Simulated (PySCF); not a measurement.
**C4H12OSi, SMILES `C[Si](C)(C)OC`: what the electrons do**

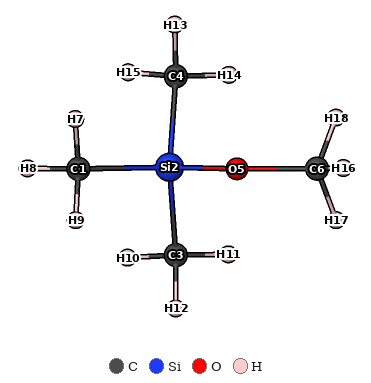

The molecule, with its atoms numbered as below. No frequency check shows the geometry to be a minimum.

Coordinates in Å:

```
C1       1.5667    1.4647    0.0146
Si2      0.3696   -0.0052    0.0003
C3       0.5950   -1.0855   -1.5593
C4       0.5919   -1.1166    1.5387
O5      -1.0857    0.7469    0.0075
C6      -2.3618    0.1793    0.0001
H7       1.4316    2.0781    0.8989
H8       2.5945    1.1189    0.0047
H9       1.4225    2.1013   -0.8517
H10      1.5976   -1.4959   -1.6234
H11     -0.0981   -1.9230   -1.5702
H12      0.4214   -0.5070   -2.4626
H13      0.4334   -0.5528    2.4539
H14     -0.1127   -1.9446    1.5396
H15      1.5891   -1.5420    1.5871
H16     -3.0897    0.9904    0.0428
H17     -2.5253   -0.4014   -0.9111
H18     -2.5040   -0.4759    0.8629
```

Part 1: Bonding charge

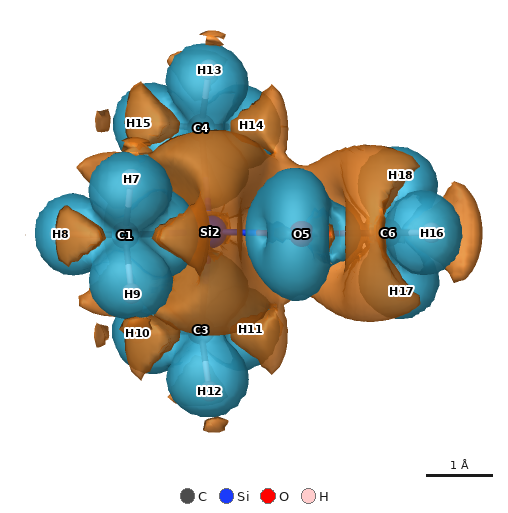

Deformation density (molecule less spherical, spin-averaged free atoms at the same positions), surfaces at ±0.04 e/Å³; light blue: gain, orange: loss.

Method: B3LYP/def2-SVPD; geometry: GFN2-xTB; program: PySCF.

**How much density has each bond gained at its critical point, relative to the free atoms?**

The five largest and four smallest: C6–H16: +0.74 e/Å³ at the bond critical point (bond length 1.09 Å). C6–H17: +0.72 e/Å³ at the bond critical point (bond length 1.09 Å). C6–H18: +0.72 e/Å³ at the bond critical point (bond length 1.09 Å). C1–H7 and C1–H9: +0.64 e/Å³ at the bond critical point (bond length 1.08 Å). C3–H12: +0.63 e/Å³ at the bond critical point (bond length 1.09 Å). Si2–C3: +0.14 e/Å³ at the bond critical point (bond length 1.91 Å). Si2–C4: +0.14 e/Å³ at the bond critical point (bond length 1.91 Å). O5–C6: +0.08 e/Å³ at the bond critical point (bond length 1.40 Å); up to 0.6 Å beside the axis the gain reaches +0.30 e/Å³. Si2–O5: +0.04 e/Å³ at the bond critical point (bond length 1.64 Å); up to 0.6 Å beside the axis the gain reaches +0.35 e/Å³. In all, 3.9 electrons gather in the regions of gain relative to the promolecule. A small or negative value marks a very polar bond, one between electron-rich atoms, whose free-atom densities already overlap strongly, a long bond to a heavier atom, or a closed-shell contact such as a hydrogen bond.

**Where do the Hirshfeld charges lie?**

The highest Hirshfeld charge is on Si2 (+0.47 e), the lowest on O5 (−0.25 e).

Part 2: Electrostatic potential

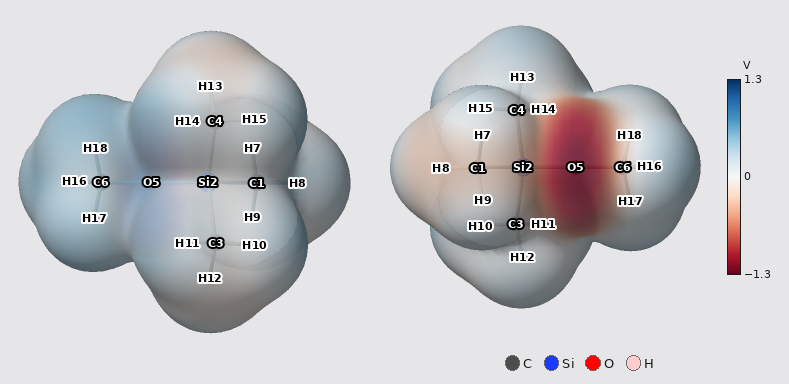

Electrostatic potential on the surface of electron density 0.001 a.u. (back view left, front view right).

**Where are the extremes of the potential on the surface?**

Highest: 0.56 V, near H11 (1.81 Å) and H14 (1.88 Å). Further maxima include 0.48 V, 1.4 Å from H18; 0.45 V, 1.3 Å from H15. Lowest: −1.22 V, 1.8 Å from O5. Further minima include −0.28 V, near H8 (1.85 Å), H9 (1.88 Å), H7 (1.96 Å) and C1 (2.00 Å); −0.17 V, near H12 (1.84 Å), H10 (1.87 Å), H11 (1.97 Å) and C3 (2.00 Å), and at like points elsewhere. The surface is sampled at points, so like sites can differ by a few per cent and only the strongest of them is named.

Part 3: In an electric field

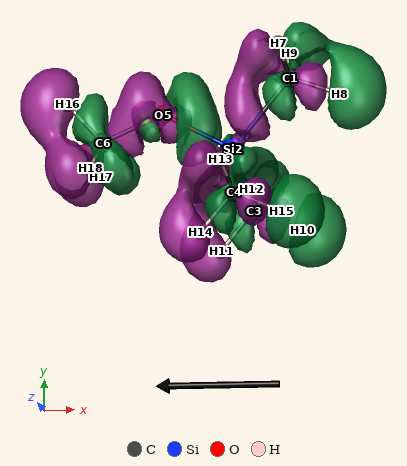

Change of the electron density in a uniform field of 0.21 V/Å along −x (arrow), surfaces at ±0.0015 e/Å³ (green: gain, purple: loss).

Computed with PySCF, B3LYP/def2-SVPD, geometry: GFN2-xTB.

The field was applied in both directions; the picture shows the one opposite to the script's first.

**What dipole is induced, and what polarisability does it imply?**

The induced dipole is 0.83 D (along the field); α along this axis, from the fields in both directions, is 82 bohr³ (12.1 Å³).

Part 4: Removing or adding an electron

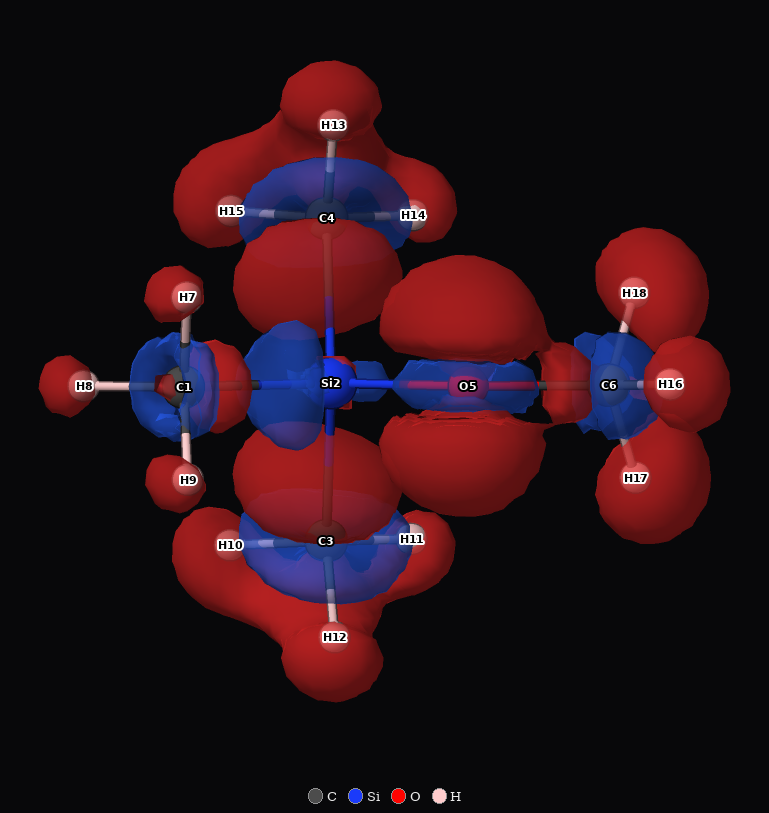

Fukui function f⁻ = ρ(N) − ρ(N−1) at fixed geometry, surfaces at ±0.02 e/Å³ (red positive, blue negative).

Level of theory: B3LYP/def2-SVPD (PySCF), at a geometry from GFN2-xTB.

**Which atoms respond most to the removal of an electron?**

f⁻ (Hirshfeld-condensed) is largest on O5 (0.18); the vertical ionisation energy is 9.51 eV (the stability of the cation's solution wasn't checked). Condensed values hint at sites of electrophilic attack but needn't mark the atom that reacts. Orbital relaxation makes it negative in places (0.27 e in all).

```
atom     f⁻  charge
  C1  +0.02   −0.20
 Si2  +0.07   +0.47
  C3  +0.09   −0.21
  C4  +0.09   −0.21
  O5  +0.18   −0.25
  C6  +0.05   −0.02
  H7  +0.03   +0.04
  H8  +0.03   +0.03
  H9  +0.03   +0.04
 H10  +0.05   +0.04
 H11  +0.04   +0.03
 H12  +0.05   +0.03
 H13  +0.05   +0.03
 H14  +0.04   +0.03
 H15  +0.05   +0.04
 H16  +0.04   +0.04
 H17  +0.06   +0.03
 H18  +0.05   +0.03
```

The PySCF runs shown took 54 s, 2.3 min and 3.1 min on 1 thread of Arm Neoverse V1 (shared host).
